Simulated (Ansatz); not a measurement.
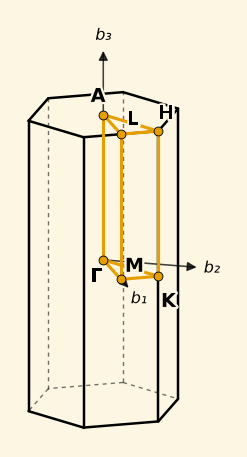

Crystal: Si3N4, the geometry relaxed with DFT PBEsol, scalar-relativistic, plane waves, PAW in Ansatz 0.2.0. The figure shows the first Brillouin zone with its special points and a band path. The drawing is computed from the coordinates (standard cell, symmetry found to 0.002 Å).

Labels and path follow the convention of Hinuma et al. (2017), as computed by seekpath; the arrows show the directions of the reciprocal primitive vectors b₁, b₂, b₃.

Name the Bravais lattice of the crystal.

A primitive hexagonal lattice (hP; extended symbol hP2). The zone is a hexagonal prism in its combinatorial type: 8 faces (6 with 4 edges, 2 with 6 edges), 18 edges, 12 vertices.

Write the standard path through the labelled points.

Γ–M–K–Γ–A–L–H–A | L–M | H–K
